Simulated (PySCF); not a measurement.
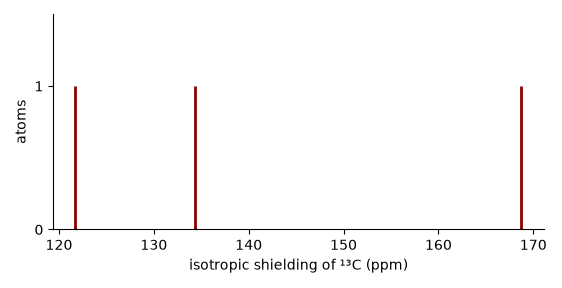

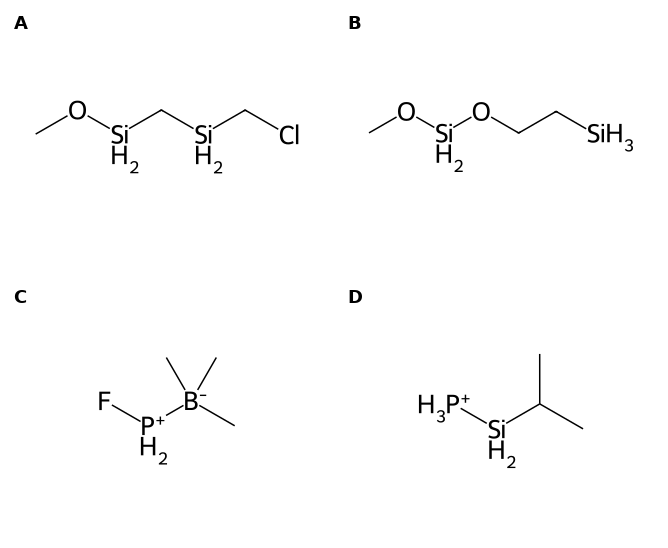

The sticks are computed shieldings of one of the molecules, for one fixed geometry (GFN2-xTB) without averaging over rotations. Low shielding means a high chemical shift. Method: GIAO PBE0/pcSseg-1 NMR shielding, non-relativistic, gas phase (PySCF 2.14.0).

Which molecule gives this pattern?

Answer. B, `CO[SiH2]OCC[SiH3]`. Its 3 C atoms give lines at 121.7, 134.3, 168.7 ppm.

The geometry is semi-empirical. Around P, Si such bond lengths and angles can be off by a tenth of an ångström or more and by several degrees, and values that hang on the shape move with them.
